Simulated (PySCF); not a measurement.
# C$_{6}$H$_{16}$Si$_{2}$: what the fields show

```xyz
24

C     3.4479    0.3092    0.3438
C     2.1983    0.7157    0.4997
Si    0.9949    1.0633   -0.9053
C    -0.5384   -0.0580   -0.6801
C    -0.1285   -1.5255   -0.8453
C    -1.3089   -2.4879   -0.8680
Si   -1.4878    0.2465    0.9496
C    -1.6098    2.1006    1.3297
H     3.8716    0.1564   -0.6359
H     4.1090    0.1100    1.1746
H     1.8273    0.8501    1.5100
H     0.6125    2.4821   -0.8948
H     1.6417    0.7640   -2.1919
H    -1.2233    0.1853   -1.5000
H     0.4303   -1.6427   -1.7789
H     0.5445   -1.8041   -0.0309
H    -1.8225   -2.4898    0.0896
H    -0.9695   -3.5007   -1.0777
H    -2.0217   -2.1984   -1.6376
H    -0.8018   -0.4338    2.0600
H    -2.8617   -0.2781    0.8623
H    -0.6433    2.5220    1.5860
H    -2.2775    2.2756    2.1673
H    -1.9951    2.6578    0.4815
```

Geometry: GFN2-xTB.

Method: PBE0/pcSseg-1, SCF density, gas phase, non-relativistic (PySCF 2.14.0).

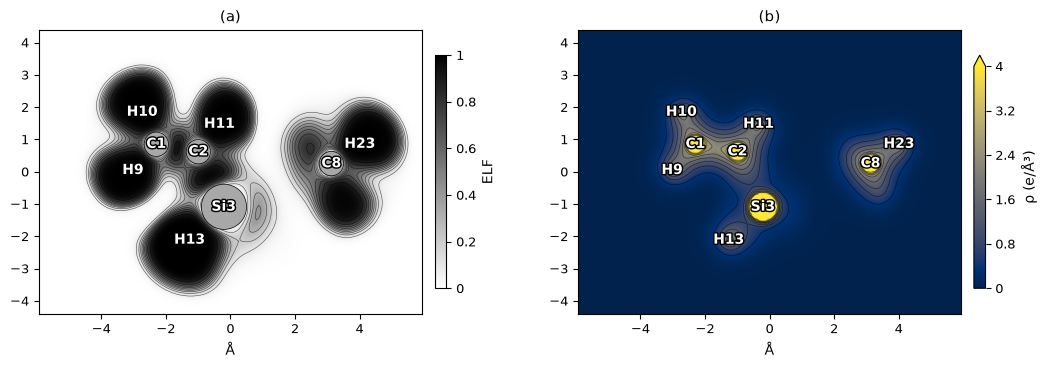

Figure 1. (a) ELF; (b) total electron density on the plane of atoms C2, Si3 and H13. Grey discs cover the atomic cores in the ELF map.

Question: What does the map show?

Answer:
- Atoms in the plane: C, Si and H.
- C–C (1.32 Å): ρ is about 2.3 e/Å³ halfway; the ELF peaks at about 0.95 between the atoms: a multiple bond.
- C–Si (1.88 Å): ρ at the midpoint is about 0.94 e/Å³; the ELF peaks at about 0.95 between the atoms, as expected for a shared electron pair.
- C–H (1.08 Å): ρ at the midpoint is about 2 e/Å³; the ELF climbs to about 1 towards the hydrogen, as it does in any bond to H: an ordinary covalent bond to hydrogen.
- Si–H (1.47 Å): ρ is about 0.8 e/Å³ halfway; the ELF climbs to about 1 towards the hydrogen.

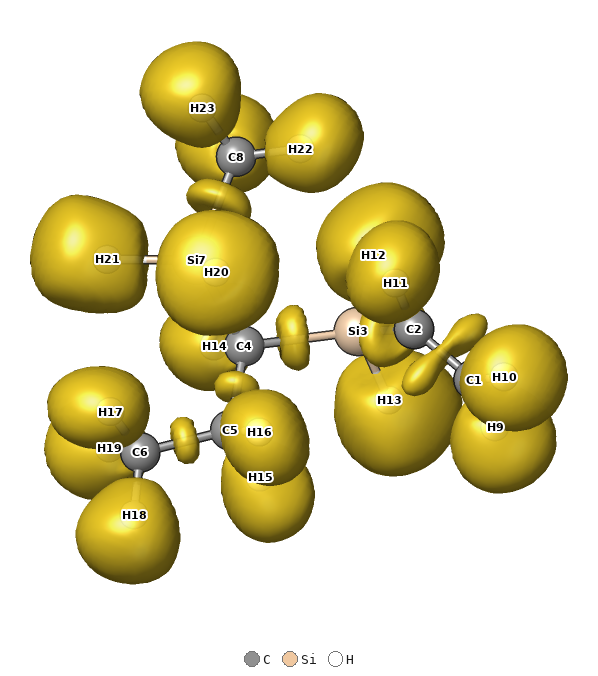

Figure 2. Isosurface of the ELF at 0.85 (yellow), seen across its widest extent. Only the valence region is drawn (cores and ρ < 0.01 e/Å³ removed).

Question: What do the ELF domains correspond to?

Answer: The surface consists of three regions between bonded C–C atoms (shared pairs), four regions between bonded C–Si atoms (shared pairs) and 16 regions around hydrogen nuclei.

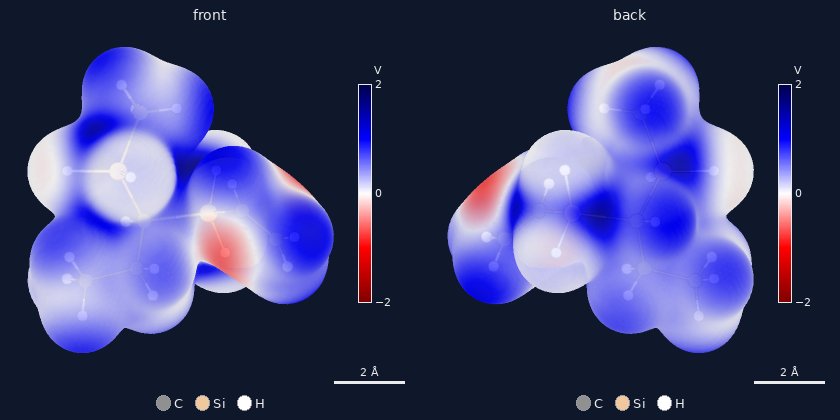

Figure 3. The molecular electrostatic potential painted on the density surface at 0.004 e/bohr³, seen from the front and from behind; red is negative and blue positive.

Question: Which sites attract a positive test charge, and which a negative one?

Answer: A positive charge is drawn to the negative regions and a negative charge to the positive ones. The most negative region (about −0.6 V, or −14 kcal/mol for a unit charge) lies over the π face of C1 and C2, the most positive (about +1.5 V, or +35 kcal/mol for a unit charge) over Si3 and Si7.
